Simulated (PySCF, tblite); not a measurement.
# C5H13NSi+ (doublet): geometry, infrared bands and EPR parameters

What infrared bands and EPR parameters should C5H13NSi+ (doublet) (`CC[Si@H]([NH2+])C1CC1`) show?

Computed with tblite 0.8.0 and PySCF 2.14.0, with density-fitted response routines of our own, on a single molecule in the gas phase. Atoms are numbered from 0 throughout.

### 1 Starting geometry

20 atoms, charge 1, multiplicity 2; geometry from: force field or distance geometry start.

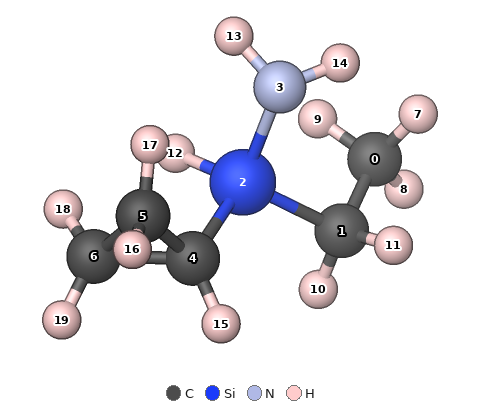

As it starts; carbon dark grey, silicon blue, nitrogen light blue, hydrogen pink, atoms numbered; sticks join atoms by distance.

### 2 Optimising the geometry with GFN2-xTB

Job settings and geometry (Å):

```
{"job": {"kind": "relax", "xc": "GFN2-xTB", "basis": "xTB"}, "charge": 1, "multiplicity": 2}
C     -2.808300    -0.493800     0.011400
C     -1.604200    -0.933100    -0.783500
Si    -0.149600    -0.008700    -0.021400
N     -0.494100     1.739800    -0.193200
C      1.446800    -0.366500    -0.875200
C      2.486800     0.709100    -0.780500
C      2.603300    -0.518200     0.079600
H     -3.207900     0.451200    -0.393600
H     -3.531100    -1.321100     0.061700
H     -2.492900    -0.275200     1.064300
H     -1.396900    -2.023900    -0.658600
H     -1.758900    -0.633600    -1.816800
H     -0.015600    -0.300400     1.427600
H     -0.222300     2.241900     0.687600
H     -1.491400     1.964400    -0.381700
H      1.463400    -1.061200    -1.720700
H      3.292100     0.808700    -1.523800
H      2.147900     1.659000    -0.354300
H      2.365600    -0.373800     1.163600
H      3.362300    -1.253700    -0.224700
```

On the command line:

```console
OMP_NUM_THREADS=1 python probes_run.py task.json out
```

The driver reads the jobs from task.json and runs them one after another.

**Question.** This job is followed by: GFN2-xTB harmonic vibrations, gas phase; UKS B3LYP, pcH-1 on C H N Si, non-relativistic, mean-field spin-orbit, GIAO. What will the session give for the following? strongest single infrared mode (GFN2-xTB); zero-point energy (GFN2-xTB); g(iso) (B3LYP); ⟨S²⟩; largest a(iso) (averaged by class).

As calculated:

```
                                 quantity                  value
strongest single infrared mode (GFN2-xTB)  1142 cm⁻¹, 264 km/mol
             zero-point energy (GFN2-xTB)         104.7 kcal/mol
                           g(iso) (B3LYP)                2.00469
                                     ⟨S²⟩     0.756 (exact 0.75)
       largest a(iso) (averaged by class)  29Si on Si2, 94.9 MHz
```

**Reading.** Relaxing lowered the energy by 0.906 eV in 100 steps; the close pair that moved most is C1–Si2, from 1.884 to 1.979 Å. The lowest mode is imaginary (28i cm⁻¹), so the xTB geometry is not a minimum. The strongest single mode, at 1142 cm⁻¹, has its largest shares on H15, H11 and H10 (the list is cut at 3 atoms). GFN2-xTB is a fitted tight-binding method: band positions and strengths are rough. Its intensities can rank the bands wrongly. The largest spin populations lie on C1 (0.32 e), N3 (0.31 e). The isotropic g lies 2.4 ppt above the free-electron value.
